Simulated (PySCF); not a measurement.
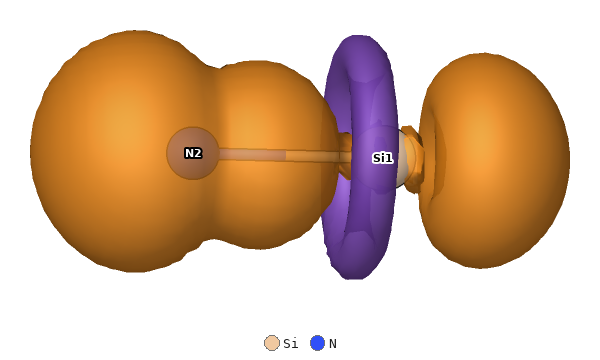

The picture shows: SiN (doublet). Isosurfaces of the spin density at +0.03 (orange) and −0.03 e/Å³ (purple), seen from one side.

Computed with PBE0/x2c-TZVPPall, spin-free X2C-1e, Gaussian nucleus, at a bond length of 1.565 Å (PySCF 2.14.0).

| atom | x (Å) | y (Å) | z (Å) |
| --- | --- | --- | --- |
| Si | 0.0000 | 0.0000 | -0.5220 |
| N | 0.0000 | 0.0000 | 1.0430 |

Question: Describe the spin distribution.

Answer: The unpaired spin (1 electron) lies mostly on N2 (about 0.8) and Si1 (about 0.2), in electrons by Hirshfeld's partition.
